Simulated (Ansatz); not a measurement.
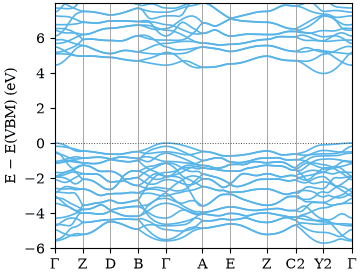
Figure: Band structure from DFT-PBEsol in the program Ansatz with PAW potentials

### Question
Read off the gap and where the band edges lie.

### Answer
About 4.0 eV (3.97 eV by a search for the band edges); maximum at Γ, minimum at Y2.

The material is HfO2 in space group P2_1/c (No. 14; Hf on 4e, O on 4e, O on 4e).

Symmetry was held in the PBEsol relaxation. The run is not spin-polarised. Spin–orbit coupling is left out wherever it is not named.

Potentials: the later of the program's two PAW sets.
